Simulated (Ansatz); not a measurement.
C2H4Si

Input file:

```
crystal:
  periodic: [false, false, false]
  atoms:
    - {symbol: C, position_ang: [-0.580700, -1.871400, 0.172200]}
    - {symbol: C, position_ang: [-0.218500, -0.726500, 0.062400]}
    - {symbol: Si, position_ang: [0.329800, 1.004300, -0.103800]}
    - {symbol: H, position_ang: [-0.901000, -2.883500, 0.269300]}
    - {symbol: H, position_ang: [-0.094500, 1.528300, -1.425000]}
    - {symbol: H, position_ang: [-0.281700, 1.818100, 0.974900]}
    - {symbol: H, position_ang: [1.807900, 1.062900, 0.004400]}
basis:
  gaussian:
    orbitals: def2-SVP
hamiltonian:
  xc: hf
output: {forces: true, orbitals: {seedname: orbitals}}
accuracy: high
```

Run with:

```sh
ansatz run job.yaml --threads 1 --pin off --max-ram 2610MiB --events-out events.jsonl --progress --plain --runs-dir runs
```

Geometry: PBE0-D4/def2-TZVP.

Method: isolated molecule in a Gaussian basis; Hartree-Fock in Ansatz 0.2.0.

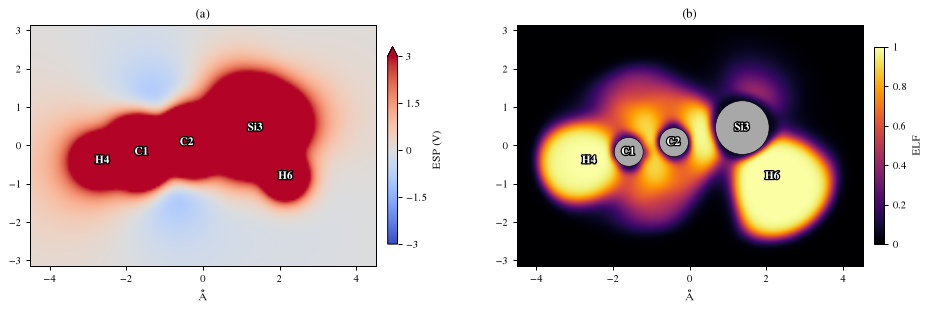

Figure 1. (a) electrostatic potential; (b) ELF on the plane of atoms C2, Si3 and H6. Grey discs cover the atomic cores in the ELF map.

### What does the map show?

The plane passes through C, Si and H nuclei.
C–C (1.21 Å): the ELF peaks at about 0.85 between the atoms; a short, multiple covalent bond.
C–Si (1.82 Å): the ELF peaks at about 1 between the atoms; a shared electron pair.
C–H (1.07 Å): the ELF climbs to about 1 towards the hydrogen, as it does in any bond to H (an ordinary covalent bond to hydrogen).
Si–H (1.48 Å): the ELF climbs to about 1 towards the hydrogen.
Outside the dense part of the molecule the potential is most negative (−0.9 V) near C2.

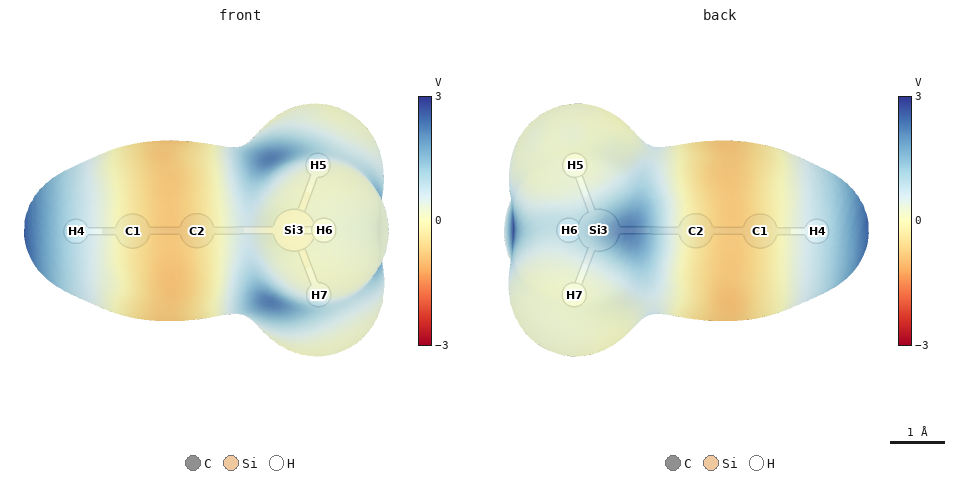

Figure 2. The electrostatic potential painted on the density surface at 0.004 e/bohr³, seen from the front and from behind; red is negative and blue positive.

### Describe the electrostatic potential map.

The most negative region (about −0.9 V, or −21 kcal/mol for a unit charge) lies over C1 and C2, the most positive (about +2.6 V, or +60 kcal/mol for a unit charge) over Si3 and H4.

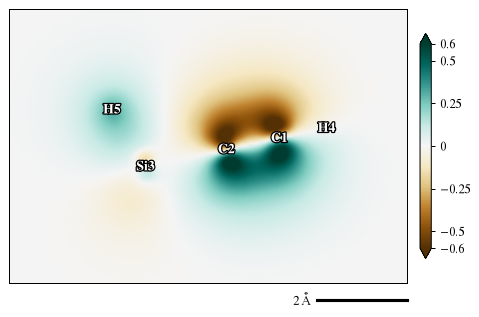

Figure 3. The HOMO on the plane of atoms C2, Si3 and H5 (values in Å⁻³ᐟ²; the overall sign is arbitrary).

### What is the character of this orbital?

By Hirshfeld shares it lies mainly on C1 (about 45 %) and C2 (about 40 %); π-bonding across C1–C2. It is one of a degenerate set, so its orientation is arbitrary. Its energy is −11.04 eV.
